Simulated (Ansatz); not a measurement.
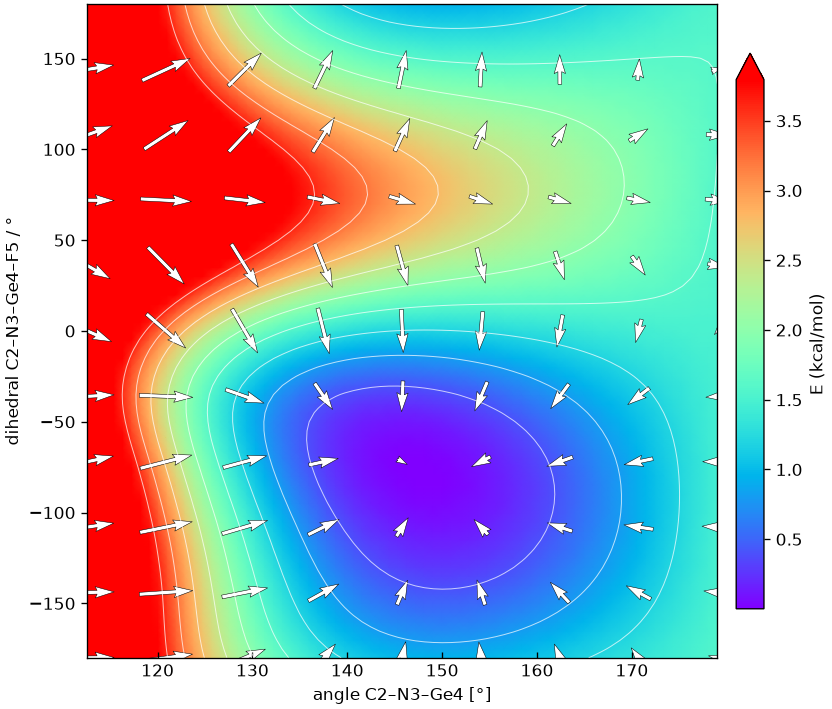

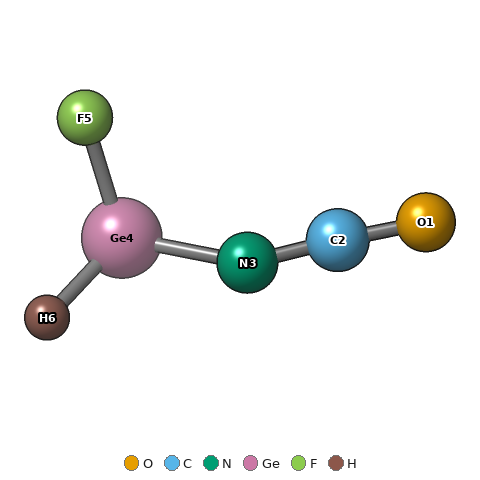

Energy landscape of CHFGeNO, SMILES O=C=[N][GeH][F], spin multiplicity 2. Coordinates scanned: (1) angle C2–N3–Ge4; (2) dihedral C2–N3–Ge4–F5. Nothing is relaxed (all other coordinates rigid). Grid: 9 × 10 points. Points are written as (first, second). All energies are given in kcal/mol relative to the relaxed molecule at the same level. These are results of UKS r2SCAN-D4/def2-SVP in Ansatz, not measurements.

The picture shows a smooth colour map with a few white contour lines, arrows along the force (downhill), their lengths compressed, one colour for all values above the top of the scale. Between grid points the surface is interpolated. The second picture is the structure at the lowest point.

What does the map say about the system?

The lowest grid point is at (145.8°, −72°), 0.010 kcal/mol from the relaxed molecule at the same level. It is the only kind of minimum in the scanned range. The highest grid point, (112.6°, 72°), lies 7.56 kcal/mol above the lowest. Round the minimum the valley is somewhat tilted: raising angle C2–N3–Ge4 shifts the best value of dihedral C2–N3–Ge4–F5 downwards (coupling k₁₂/√(k₁₁k₂₂) about 0.3).

The whole map (90 points run) took 10 min on 1 thread of Intel(R) Xeon(R) Platinum 8488C (Sapphire Rapids) (shared host).
